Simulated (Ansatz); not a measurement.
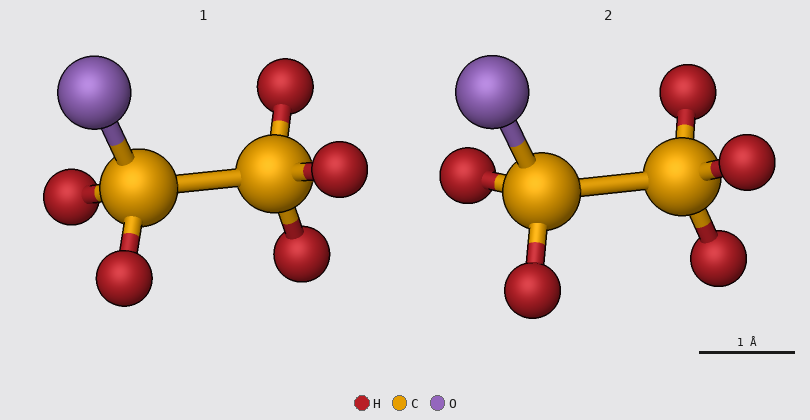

Two geometries of C2H5O (multiplicity 2) (started from a transition state, displaced along its imaginary mode), drawn at one scale. One is the start of a relaxation, the other its converged end. A ball-and-stick model, seen at a tilt.

Theory: UKS PBE0-D4/def2-TZVP (Ansatz 0.2.0). Settings: force threshold 0.005 eV/Å; at most 200 steps.

Which of the two is the end point?

Structure 1 is the relaxed one. The largest move after the best rigid fit is that of an H atom, 0.29 Å. By element the largest moves are H 0.29 Å, O 0.10 Å, C 0.05 Å. Among the contacts that change: C–H 1.047 → 1.109 Å, C–C 1.563 → 1.515 Å, C–H 1.144 → 1.108 Å, C–O 1.381 → 1.356 Å. Bond angles that change, for instance: H–C–O 86.6° → 106.6°, O–C–H 116.2° → 107.6°, H–C–H 110.6° → 102.4°. The energy falls by 0.439 eV in 9 accepted moves (12 points after the start). Largest force component: 2.3 eV/Å at the start, 0.0022 eV/Å at the end. The line search rejected the trial steps at points 4, 6, 8 of the run.
